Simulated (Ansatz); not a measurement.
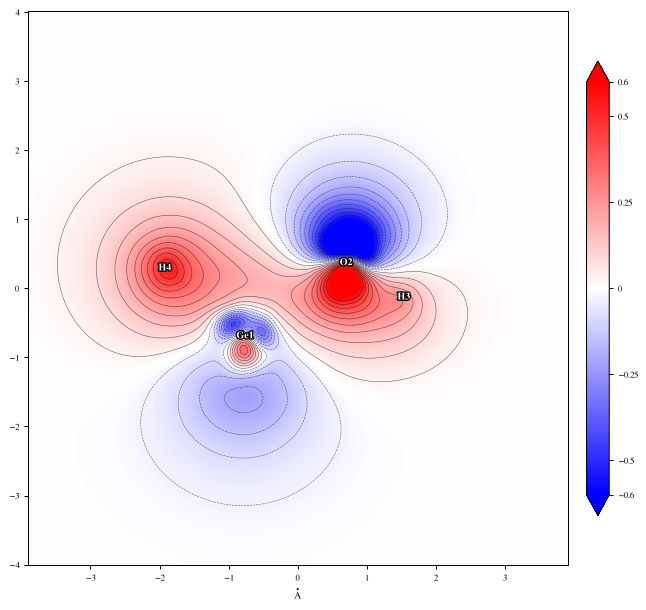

GeH₄O···H₂. The HOMO−1 on the plane of atoms O2, Ge1 and H4 (values in Å⁻³ᐟ²; the overall sign is arbitrary).

Level of theory: RKS B3LYP-D4/def2-SVP (Ansatz 0.2.0).

```yaml
atoms:
  - { symbol: Ge, position_ang: [-0.3212, 0.4855, -0.2383] }
  - { symbol: O, position_ang: [0.1527, -0.0580, 1.4084] }
  - { symbol: H, position_ang: [-0.6043, -0.3145, 1.9516] }
  - { symbol: H, position_ang: [1.0074, 0.8744, -0.9011] }
  - { symbol: H, position_ang: [-1.2720, 1.7009, -0.1380] }
  - { symbol: H, position_ang: [-1.0196, -0.6626, -1.0025] }
  - { symbol: H, position_ang: [1.5676, -2.7985, 2.1259] }
  - { symbol: H, position_ang: [1.2959, -2.1119, 1.9323] }
```

### What is the character of this orbital?

It lies mainly on O2 (about 40 %), Ge1 (about 25 %), H4 (about 15 %), H5 (about 10 %) and H6 (about 10 %). Its energy is −8.97 eV.
